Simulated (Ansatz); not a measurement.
**SiH₄···SiH₄ (SMILES [SiH4].[SiH4]): density, localisation and related maps**

| atom | x (Å) | y (Å) | z (Å) |
| --- | --- | --- | --- |
| Si | 0.0236 | -0.1661 | -2.0031 |
| H | -1.1326 | 0.7601 | -1.9082 |
| H | 0.0334 | -0.8136 | -3.3397 |
| H | -0.0934 | -1.2108 | -0.9533 |
| H | 1.2860 | 0.5902 | -1.8081 |
| Si | -0.0235 | 0.1660 | 2.0031 |
| H | 1.1211 | -0.7644 | 1.8371 |
| H | 0.0440 | 0.8029 | 3.3432 |
| H | -1.2985 | -0.5831 | 1.8726 |
| H | 0.0397 | 1.2186 | 0.9564 |

Geometry: PBE0-D4/def2-TZVP.

Method: RKS PBE0-D4/def2-TZVPPD in Ansatz.

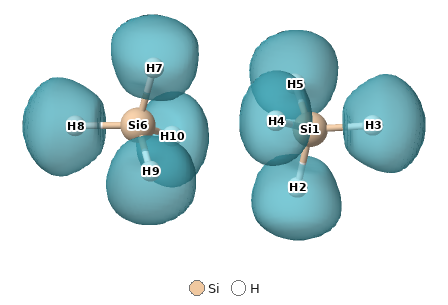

Figure 1. Isosurface of the electron localisation function at 0.9 (cyan), seen at a tilt. Only the valence region is drawn (cores and ρ < 0.01 e/Å³ removed).

> Identify the bonds, lone pairs and shells in this picture.

The surface consists of eight regions around hydrogen nuclei. Profiles from the grid: Si1···Si6 (4.02 Å): the ELF dips to about 0 between them; a weak contact between the two molecules. Si–H (1.48 Å): the ELF climbs to about 1 towards the hydrogen, as it does in any bond to H.

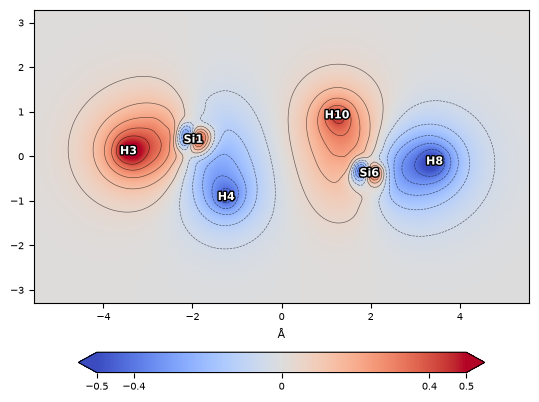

Figure 2. The HOMO on the plane of atoms H3, Si1 and H4 (values in Å⁻³ᐟ²; the overall sign is arbitrary).

> Describe this orbital and give its energy.

Its weight (Hirshfeld) is mainly on Si1 (about 20 %), Si6 (about 20 %), H8 (about 15 %), H3 (about 15 %), H4 (about 10 %) and H10 (about 10 %). Its energy is −9.61 eV.

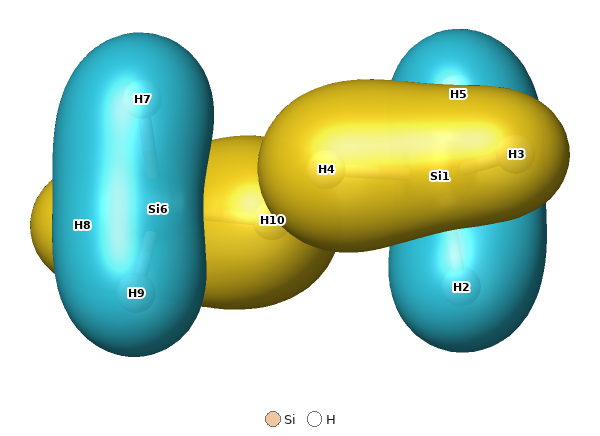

Figure 3. The HOMO−1 at ±0.08 Å⁻³ᐟ² (yellow and cyan are the two phases), seen at a tilt.

> Describe this orbital and give its energy.

Its weight (Hirshfeld) is mainly on Si1 (about 20 %), Si6 (about 20 %), H4 (about 10 %), H10 (about 10 %), H7 (about 5 %) and H5 (about 5 %). Its energy is −9.73 eV.
